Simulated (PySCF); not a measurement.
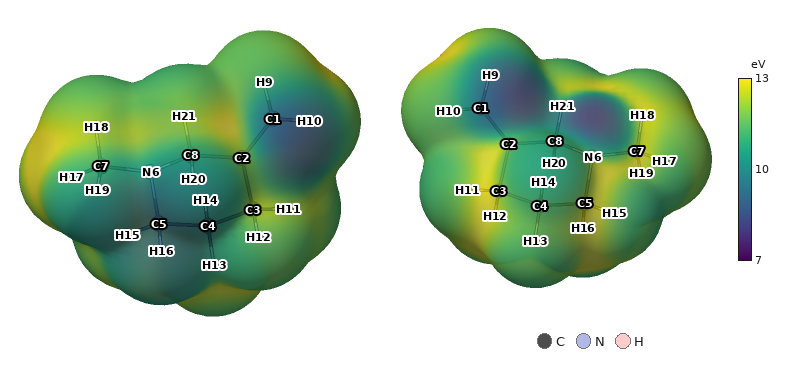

*C$_{7}$H$_{13}$N, SMILES `C=C1CCCN(C)C1`. Average local ionisation energy on the surface of electron density 0.001 a.u. (back view left, front view right).*

Level of theory: PBE0/def2-SVP (PySCF), at a geometry from GFN2-xTB. No frequency check shows the geometry to be a minimum.

Cartesian coordinates (Å):

```
C1      -2.2408    1.2680    0.3534
C2      -1.2687    0.5055   -0.1157
C3      -1.4224   -0.9613   -0.3862
C4      -0.3077   -1.7108    0.3434
C5       1.0487   -1.1402   -0.0547
N6       1.1179    0.2639    0.3008
C7       2.4384    0.8105    0.0919
C8       0.1074    1.0299   -0.4131
H9      -2.0991    2.3174    0.5495
H10     -3.2232    0.8740    0.5533
H11     -2.4023   -1.3145   -0.0629
H12     -1.3311   -1.1416   -1.4622
H13     -0.3451   -2.7756    0.1065
H14     -0.4374   -1.5877    1.4195
H15      1.8431   -1.6656    0.4824
H16      1.2118   -1.2933   -1.1397
H17      3.1563    0.2447    0.6845
H18      2.4530    1.8472    0.4259
H19      2.7536    0.7785   -0.9648
H20      0.2777    0.9846   -1.5090
H21      0.1873    2.0743   -0.1023
```

### Where are the most loosely bound electrons on this surface?

The lowest value is 7.9 eV, 1.9 Å from N6. Further minima include 8.1 eV, over C1, off the plane of its three bonds (2.0 Å); 9.1 eV, near H20 (1.64 Å) and H16 (1.76 Å); 10.8 eV, 1.4 Å from H14. For comparison, the highest occupied orbital lies at −6.1 eV.

### What volume does the surface enclose, and what is the dipole moment?

About 170 Å³; the dipole moment is 0.8 D.

The PySCF run took 30 s on 1 thread of Intel(R) Xeon(R) Processor, on a shared host, peak memory 0.73 GiB.
